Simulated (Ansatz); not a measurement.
We consider MgCO3 (R-3c, No. 167), described by BLYP (PAW; Ansatz, a program for electronic structure).

Numerical settings: plane-wave cutoff 520 eV, 10×10×10 k mesh, Fermi–Dirac smearing 0.01 eV, scalar-relativistic PAW data made under PBE.

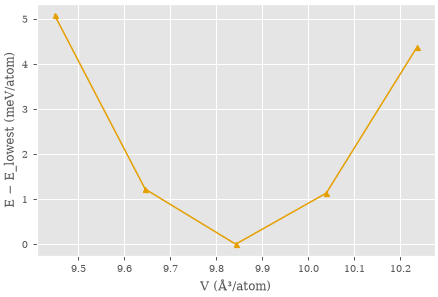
Figure: Total energy against volume

**Question.** From the curve, estimate the equilibrium volume and the bulk modulus.

**Answer.** V0 ≈ 9.8 Å³/atom and B0 ≈ 96 GPa; the fit gives V0 = 9.842 Å³/atom, B0 = 95.7 GPa, B′ = 4.7.

Shape and atoms are relaxed at each volume.

Note: the volume lies 6 % above that of the published cell; the bulk modulus comes from volumes at which shape and atoms were relaxed.

Cost on a shared machine: roughly 9 core-minutes.
